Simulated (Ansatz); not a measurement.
**HNO (SMILES N=O): revPBE/STO-3G**

What is the electronic atomisation energy of HNO at revPBE/STO-3G? 

The results are computed with Ansatz 0.2.0.

52 further runs of the same task are left out: 1 that didn't finish, 51 set aside as unsound or not needed.

### Step 1. Starting point

HNO: 3 atoms, total charge 0, spin state singlet. SMILES: `N=O`. Geometry: relaxed at GFN2-xTB.

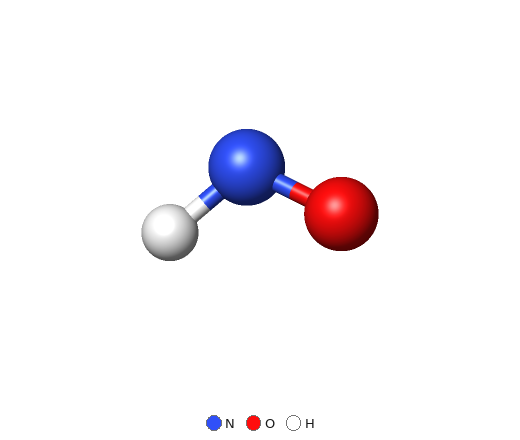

The structure, seen from a chosen angle (nitrogen blue, oxygen red, hydrogen white).

### Step 2. A single-point energy at revPBE/STO-3G

File job.yaml:

```yaml
crystal:
  periodic: [false, false, false]
  atoms:
    - {symbol: "N", position_ang: [-0.275940, 0.297220, -0.114780]}
    - {symbol: O, position_ang: [0.768580, 0.418030, 0.466150]}
    - {symbol: H, position_ang: [-0.492640, -0.715240, -0.351380]}
basis:
  gaussian: {orbitals: STO-3G}
magnetization: {spin_polarized: false, initial_magnetization: 0}
hamiltonian: {xc: {name: revPBE}}
accuracy: high
```

Command:

```
ansatz run job.yaml --threads 1 --pin off --max-ram 2610MiB --events-out events.jsonl --progress --plain --runs-dir runs
```

Standard output:

```text
Warning: RAYON_NUM_THREADS=1 ignored (pool sized by the plan → 1); use --threads N
Functional definition: revPBE
  name "revPBE"
  parameter kappa = 1.245
  parameter beta = 0.06672455060314922
  exchange = pbe_x(kappa = kappa, mu = beta*pi^2/3)
  correlation = pbe_c(beta = beta)
168 factors; integrals over basis functions are off by at most 2.2e-8 eV
mean field evaluation 1: about -3501.3392 eV, gradient 6.6e0 eV
mean field evaluation 2: about -3501.4845 eV, gradient 2.7e0 eV
mean field evaluation 4: about -3501.5035 eV, gradient 1.3e-1 eV
mean field evaluation 8: about -3501.4642 eV, gradient 3.2e-3 eV
mean field evaluation 16: about -3501.4642 eV, gradient 4.2e-9 eV
mean field -3501.46416688 eV, -128.6764347550 hartree, gradient 4.4e-8 eV, S^2 0.000000; 0 other end points of the search recorded, 0 dependent functions left out
reference -3501.46416821 eV, -128.6764348039 hartree; 8, 8 occupied and 3, 3 virtual orbitals, 168 factors
Total energy: -3501.46416821 eV, -128.6764348039 hartree
```

Run time: 0.38 s. Hardware: 1 thread of Arm Neoverse V2, shared host.

### Step 3. The H atom

File in.yaml:

```yaml
basis:
  gaussian:
    orbitals: STO-3G
crystal:
  periodic: [false, false, false]
  atoms:
    - {symbol: H, position_ang: [0.000000, 0.000000, 0.000000]}
magnetization:
  spin_polarized: true
  initial_magnetization: 1
hamiltonian:
  xc: {name: revPBE}
accuracy: high
```

Command:

```
ansatz run in.yaml --threads 1 --pin off --max-ram 2610MiB --events-out events.jsonl --progress --plain --runs-dir runs
```

Standard output:

```text
Warning: RAYON_NUM_THREADS=1 ignored (pool sized by the plan → 1); use --threads N
[... 6 set-up lines as earlier in the session ...]
1 factors; integrals over basis functions are off by at most 4.6e-10 eV
mean field evaluation 1: about -12.7921 eV, gradient 0.0e0 eV
mean field evaluation 2: about -12.7921 eV, gradient 0.0e0 eV
mean field -12.79208501 eV, -0.4701004535 hartree, gradient 0.0e0 eV, S^2 0.750000; 0 other end points of the search recorded, 0 dependent functions left out
reference -12.79208638 eV, -0.4701005037 hartree; 1, 0 occupied and 0, 1 virtual orbitals, 1 factors
Total energy: -12.79208638 eV, -0.4701005037 hartree
```

Wall time 0.06 s (1 thread of Arm Neoverse V2, shared host).

### Step 4. The N atom at the same level

File in.yaml:

```yaml
crystal:
  periodic: [false, false, false]
  atoms:
    - {symbol: N, position_ang: [0.000000, 0.000000, 0.000000]}
basis:
  gaussian:
    orbitals: STO-3G
magnetization:
  spin_polarized: true
  initial_magnetization: 3
hamiltonian:
  xc: {name: revPBE}
accuracy: high
```

Run the same way, it converges to -53.87487 Eh (log not shown).

### Step 5. The O atom

File input.yaml:

```yaml
crystal:
  periodic: [false, false, false]
  atoms:
    - symbol: O
      position_ang: [0.000000, 0.000000, 0.000000]
basis:
  gaussian: {orbitals: STO-3G}
magnetization: {spin_polarized: true, initial_magnetization: 2}
hamiltonian: {xc: {name: revPBE}}
accuracy: high
```

Command:

```
ansatz run input.yaml --threads 1 --pin off --max-ram 2610MiB --events-out events.jsonl --progress --plain --runs-dir runs
```

Standard output:

```text
Warning: RAYON_NUM_THREADS=1 ignored (pool sized by the plan → 1); use --threads N
[... 6 set-up lines as earlier in the session ...]
15 factors; integrals over basis functions are off by at most 1.1e-9 eV
mean field evaluation 1: about -2014.1042 eV, gradient 4.8e-12 eV
mean field evaluation 2: about -2014.1049 eV, gradient 2.3e-11 eV
mean field evaluation 4: about -2014.1039 eV, gradient 0.0e0 eV
mean field evaluation 8: about -2014.1047 eV, gradient 2.9e-2 eV
mean field -2014.10487446 eV, -74.0169889270 hartree, gradient 0.0e0 eV, S^2 2.000000; 2 other end points of the search recorded, 0 dependent functions left out
reference -2014.10487505 eV, -74.0169889489 hartree; 5, 3 occupied and 0, 2 virtual orbitals, 15 factors
Total energy: -2014.10487505 eV, -74.0169889489 hartree
```

Wall time 0.22 s (1 thread of Arm Neoverse V2, shared host).

### Step 6. What came out

At revPBE/STO-3G:

```
                     quantity          value
       molecule: total energy  -128.67643 Eh
         H atom: total energy    -0.47010 Eh
                 H atom: ⟨S²⟩          0.750
         N atom: total energy   -53.87487 Eh
                 N atom: ⟨S²⟩          3.750
         O atom: total energy   -74.01699 Eh
                 O atom: ⟨S²⟩          2.000
electronic atomisation energy       8.557 eV
```

What this shows: Taking the molecule apart into free atoms costs 8.56 eV (197 kcal/mol), before zero-point energy and without spin-orbit coupling. In a minimal basis such a difference can be off by several eV, whatever the method.
